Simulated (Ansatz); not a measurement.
## Electronic structure of FGeNO2 in real space

Input file:

```
basis:
  gaussian:
    orbitals: def2-TZVPD
crystal:
  periodic: [false, false, false]
  atoms:
    - {symbol: F, position_ang: [-0.659320, -0.724996, 1.546407]}
    - {symbol: Ge, position_ang: [-2.171375, 0.183110, 1.503321]}
    - {symbol: "N", position_ang: [-1.073038, 2.529892, 1.555424]}
    - {symbol: O, position_ang: [-1.291983, 1.876745, 0.500768]}
    - {symbol: O, position_ang: [-1.360038, 1.862303, 2.584409]}
hamiltonian:
  xc: pbe0
output: {forces: true, orbitals: {seedname: orbitals}}
```

Command:

```sh
ansatz run input.yaml --threads 2 --pin off --max-ram 4350MiB --events-out events.jsonl --progress --plain --runs-dir runs
```

Geometry: B3LYP-D3(BJ)/6-311G**.

The calculation used Ansatz, isolated molecule in a Gaussian basis; Kohn-Sham density functional theory, functional PBE0.

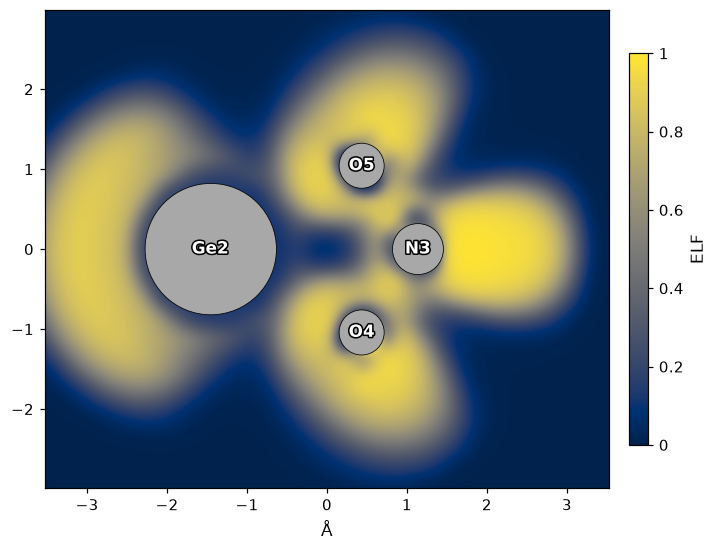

Figure 1. ELF on the plane of atoms O4, Ge2 and O5. Grey discs cover the atomic cores.

### Read the bonding off the picture.

- The plane passes through Ge, N and O nuclei.
- N–O (1.26 Å): the ELF peaks at about 0.85 between the atoms (a covalent bond).
- Ge–O (2.16 Å): the ELF peaks at about 0.90 in the valence shell of O, 0.6 Å from its nucleus, and is about 0.40 at the midpoint.
- The ELF also peaks beside O4, N3 and O5, away from the bonds: lone-pair regions.

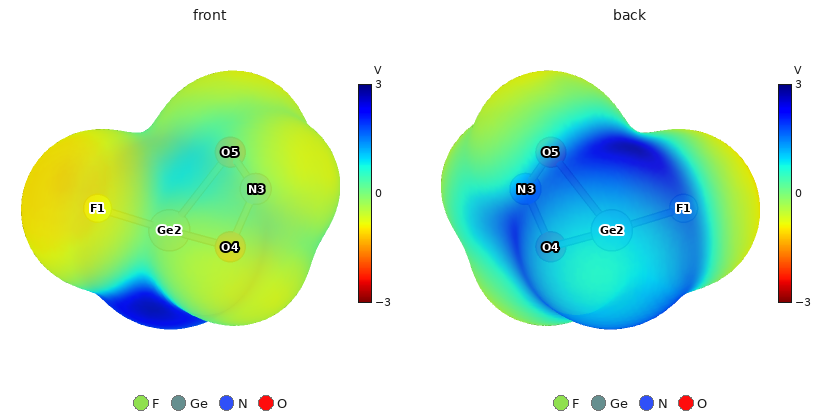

Figure 2. The molecular electrostatic potential painted on the density surface at 0.002 e/bohr³, seen from the front and from behind; the colour scale runs from red (negative) to blue (positive).

### Describe the electrostatic potential map.

The most negative region (about −1.1 V, or −25 kcal/mol for a unit charge) lies over F1, the most positive (about +2.6 V, or +60 kcal/mol for a unit charge) over Ge2.

### How polar is the molecule by this calculation?

Its dipole moment is 2.63 D.

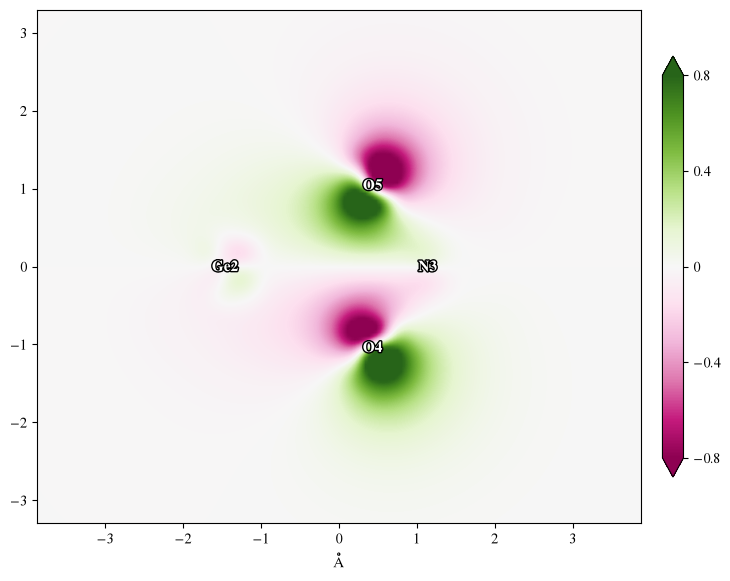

Figure 3. The HOMO−1 on the plane of atoms Ge2, O5 and N3 (values in Å⁻³ᐟ²; the overall sign is arbitrary).

### Where does this orbital lie, and at what energy?

It lies mainly on O4 (about 45 %), O5 (about 45 %) and N3 (about 5 %). Its energy is −9.89 eV.

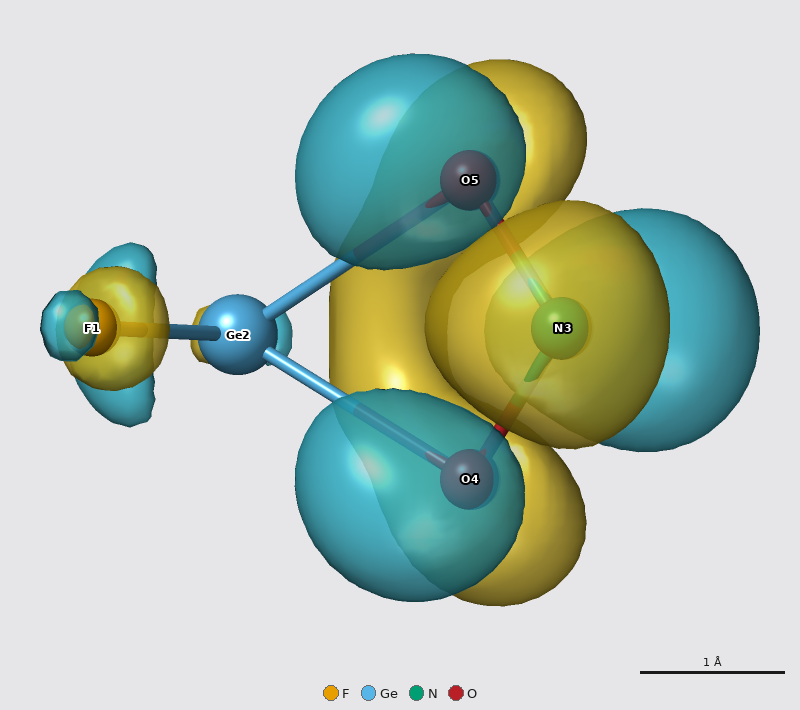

Figure 4. The LUMO at ±0.1 Å⁻³ᐟ² (yellow and cyan are the two phases), seen across its widest extent.

### Describe this orbital and give its energy.

It lies mainly on N3 (about 45 %), O4 (about 20 %), O5 (about 20 %) and Ge2 (about 10 %). Its energy is −2.66 eV.
